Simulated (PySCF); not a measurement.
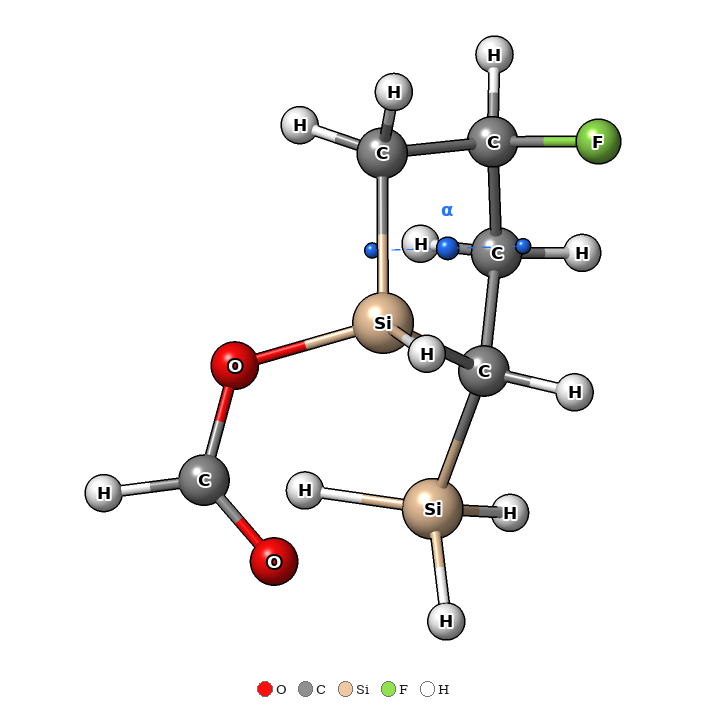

The small points mark where nucleus-independent chemical shifts (NICS) were computed: at the centre of each lettered ring and 1 Å above and below it. Computed geometry: GFN2-xTB optimisation. No frequency run is at hand to confirm it as a minimum. Properties computed with GIAO PBE0/pcSseg-1 NMR shielding, non-relativistic, gas phase (PySCF 2.14.0).

Give NICS(0), NICS(1) and the out-of-plane component NICS(1)zz for each ring (means of the two sides).

| ring | members | NICS(0) | NICS(1) | NICS(1)zz |
| --- | --- | --- | --- | --- |
| α | C4Si | −3.5 | −3.7 | −2.5 |

Values in ppm.

> What do the values say about the ring currents?

Ring α: weak, as in a non-aromatic ring. NICS is one index among several.

The geometry is semi-empirical. Around Si such bond lengths and angles can be off by a tenth of an ångström or more and by several degrees, and values that hang on the shape move with them.
